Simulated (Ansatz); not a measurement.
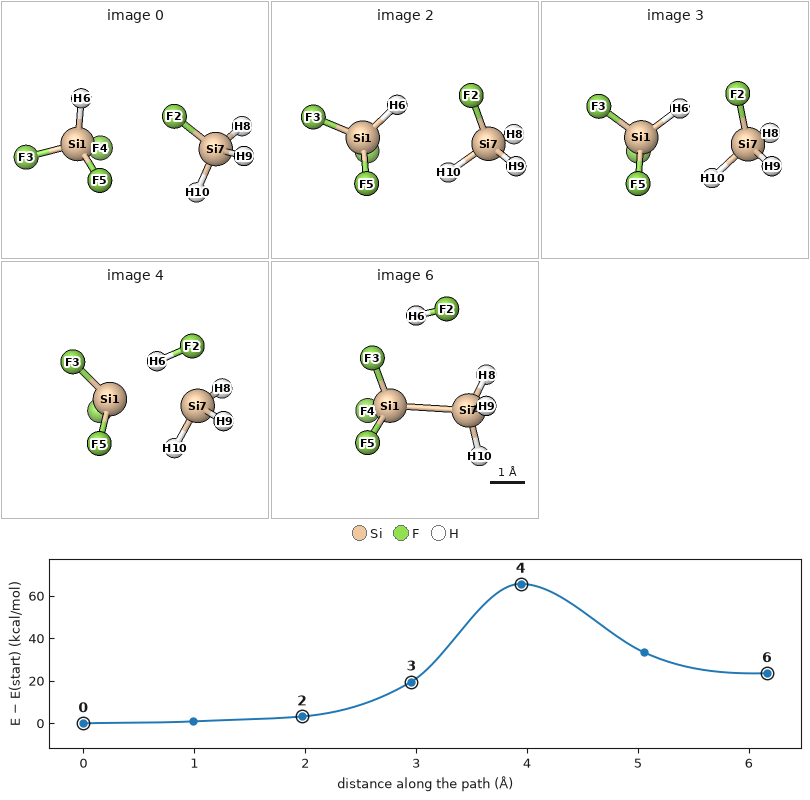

NEB run on Si₂H₄F₄, made up at the start of SiHF3 and SiH$_{3}$F. Images are numbered from 0 (start) to 6 (end). The picture is a ball-and-stick view, seen from a free direction.

These are results of Ansatz 0.2.0, RKS PBE0-D4/def2-SVP, not measurements.

Input
```yaml
crystal:
  periodic: [false, false, false]
  atoms:
    - {symbol: Si, position_ang: [-0.932965, -1.779603, -0.157867]}
    - {symbol: F, position_ang: [1.254402, 0.264447, -0.157730]}
    - {symbol: F, position_ang: [-2.052692, -2.888926, -0.165432]}
    - {symbol: F, position_ang: [-0.956202, -1.101113, 1.263681]}
    - {symbol: F, position_ang: [-1.338869, -0.697467, -1.228130]}
    - {symbol: H, position_ang: [0.363025, -2.379348, -0.454128]}
    - {symbol: Si, position_ang: [0.972225, 1.815987, 0.158418]}
    - {symbol: H, position_ang: [1.734914, 2.173788, 1.376303]}
    - {symbol: H, position_ang: [1.437826, 2.604062, -1.005739]}
    - {symbol: H, position_ang: [-0.481563, 1.988174, 0.370523]}
basis:
  gaussian: {orbitals: def2-SVP}
hamiltonian: {xc: pbe0, dispersion: d4}
neb:
  images: 5
  climbing: true
  max_iterations: 40
  initial_path: idpp
  final_atoms:
    - {symbol: Si, position_ang: [-1.055247, -0.667458, 0.040596]}
    - {symbol: F, position_ang: [2.410056, -0.866535, -0.482947]}
    - {symbol: F, position_ang: [-0.078090, -1.892689, -0.291234]}
    - {symbol: F, position_ang: [-1.793641, -1.068592, 1.378381]}
    - {symbol: F, position_ang: [-2.137473, -0.668706, -1.110313]}
    - {symbol: H, position_ang: [1.744949, -1.511767, -0.490561]}
    - {symbol: Si, position_ang: [0.077176, 1.361803, 0.210278]}
    - {symbol: H, position_ang: [1.061827, 1.269416, 1.312152]}
    - {symbol: H, position_ang: [0.723624, 1.659061, -1.088134]}
    - {symbol: H, position_ang: [-0.953081, 2.385466, 0.521682]}
```

Launched with:
```bash
ansatz run in.yaml --threads 8 --pin off --events-out ev --progress --plain --max-ram 19148MiB
```

Q: Describe the mechanism and the energy profile.

A: The highest point, image 4, lies 65.7 kcal/mol above the start and 42.1 kcal/mol above the end; the end is at +23.6 kcal/mol relative to the start. Breaking: F2–Si7 (1.61 → 1.92 at the top → 3.30 Å), Si1–H6 (1.46 → 1.84 at the top → 2.97 Å). Forming: F2–H6 (2.81 → 1.15 at the top → 0.93 Å), Si1–Si7 (4.08 → 2.60 at the top → 2.33 Å). The band converged in 16 iterations. The largest component of the band force went from 5.4 to 0.038 eV/Å. The climbing image converged on the top of the path. Its curvatures weren't checked. The largest force component is 1.06 eV/Å at the start and 0.94 eV/Å at the end; an end with forces this large is no minimum, and the barrier measured from it can be far off.

Limits of the set-up: the start holds two separate molecules, 2.8 Å apart at their closest, whose relative position is a soft coordinate.

Cost: 2.4 min on 8 threads of Arm Neoverse N1, on a shared host.
